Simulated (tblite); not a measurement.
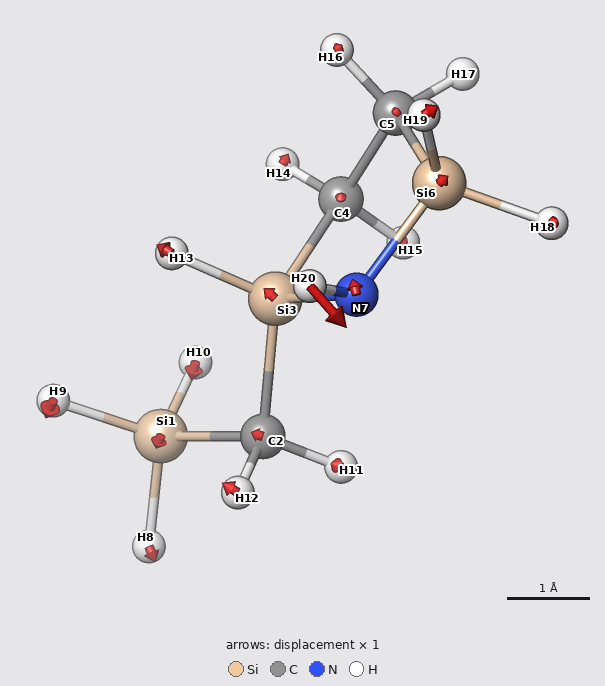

This is a relaxation of C₃H₁₃NSi₃. The starting structure is drawn; red arrows show the displacements, at their true length. The two geometries are superimposed by the best rigid fit.

Style: ball-and-stick. Shown from a free direction.

Theory: GFN2-xTB geometry optimisation, gas phase (tblite 0.8.0). 

Which element moves most?

Answer. Hydrogen: up to 0.70 Å, against 0.22 Å for nitrogen.

What did the optimiser do to the structure, and how much energy did it gain?

Answer. Over 67 geometry steps the energy falls by 11.4 kcal/mol. H20 moves most after the best rigid fit: 0.70 Å. Largest moves by element: H 0.70 Å, N 0.22 Å, Si 0.20 Å, C 0.16 Å. Some distances before and after: C2–Si3 1.821 → 1.895 Å, Si1–C2 1.846 → 1.893 Å, Si1–H10 1.489 → 1.464 Å, C5–Si6 1.880 → 1.900 Å. Bond angles that change, for instance: Si3–N7–H20 109.5° → 121.4°, Si3–N7–Si6 107.1° → 117.7°, C5–Si6–N7 106.0° → 96.8°. Cost: 0.55 s on 1 thread of Intel(R) Xeon(R) 6975P-C, on a shared host.
